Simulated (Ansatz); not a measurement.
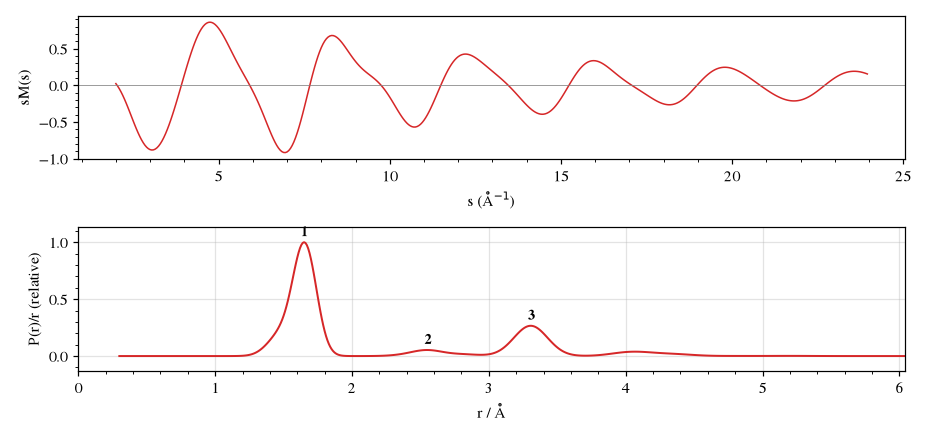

Simulated gas electron diffraction: reduced molecular intensity sM(s) from the Debye equation in the first Born approximation (top) and the radial distribution curve (bottom) of AlH₄OSi (spin multiplicity 2). Each pair of atoms contributes with weight ZᵢZⱼ/r; damping constant 0.0015 Å²; vibrational amplitudes assumed, not computed: 0.05 Å for bonds, 0.078 Å for bonds to H, 0.06 + 0.015 r up to 0.15 Å for other pairs. The geometry is the end point of an optimisation (UHF/6-31G* in Ansatz 0.2.0); it may be a saddle point or a higher isomer.

Assign the numbered peaks of the radial distribution curve (– bonded, ··· not bonded).

Peak 1, 1.65 Å: Si–H 1.48 Å (×3), Si–O 1.62 Å, Al–O 1.70 Å, not resolved
Peak 2, 2.55 Å: H···H 2.39 Å (×3), O···H 2.55–2.81 Å (×4), not resolved
Peak 3, 3.31 Å: Si···Al 3.31 Å
